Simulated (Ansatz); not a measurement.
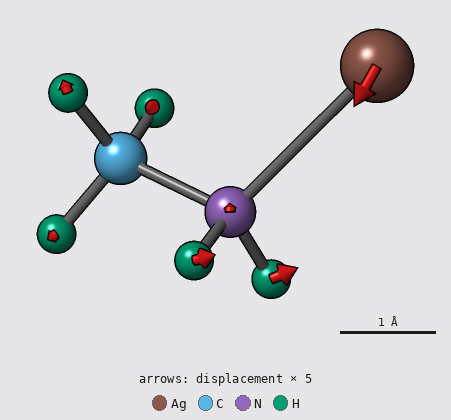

This is a relaxation of CH5AgN (charge +1) (coarse preliminary run). The starting structure is drawn; red arrows show the displacements, magnified 5 times. The two geometries are superimposed by the best rigid fit.

A ball-and-stick model, seen at a tilt.

Computed with Ansatz, RKS PBE-D4/def2-SVP.

The input:
```yaml
crystal:
  periodic: [false, false, false]
  atoms:
    - {symbol: Ag, position_ang: [0.196300, 0.016400, -2.548200]}
    - {symbol: C, position_ang: [-0.573000, -0.049500, 0.568500]}
    - {symbol: N, position_ang: [0.628100, 0.053300, -0.303300]}
    - {symbol: H, position_ang: [-0.283100, -0.055000, 1.621100]}
    - {symbol: H, position_ang: [-1.109600, -0.971900, 0.351000]}
    - {symbol: H, position_ang: [-1.230400, 0.801500, 0.394200]}
    - {symbol: H, position_ang: [1.255500, -0.709600, -0.039300]}
    - {symbol: H, position_ang: [1.116100, 0.914900, -0.044000]}
basis:
  gaussian: {orbitals: def2-SVP}
total_charge: 1
hamiltonian: {xc: pbe, dispersion: d4}
relax: {f_tol: 0.03, max_steps: 250}
```

Run as
```bash
ansatz run in.yaml --threads 4 --pin off --events-out ev --progress --plain --max-ram 9574MiB
```

> Atoms of which element are displaced furthest, and by how much?

Silver: up to 0.10 Å, against 0.07 Å for hydrogen.

> What happened in the run?

Ag1 moves most after the best rigid fit: 0.10 Å. By element the largest moves are Ag 0.10 Å, H 0.07 Å, N 0.02 Å, C 0.01 Å. Among the contacts that change: Ag1–N3 2.286 → 2.183 Å, C2–H4 1.092 → 1.109 Å, N3–H7 1.022 → 1.032 Å. Among the angles between lasting bonds that change: Ag1–N3–H7 110.9° → 107.3°, C2–N3–H7 107.0° → 109.8°. Over 3 geometry steps the energy falls by 6.97 kJ/mol. Largest force component: 0.64 eV/Å at the start, 0.014 eV/Å at the end.
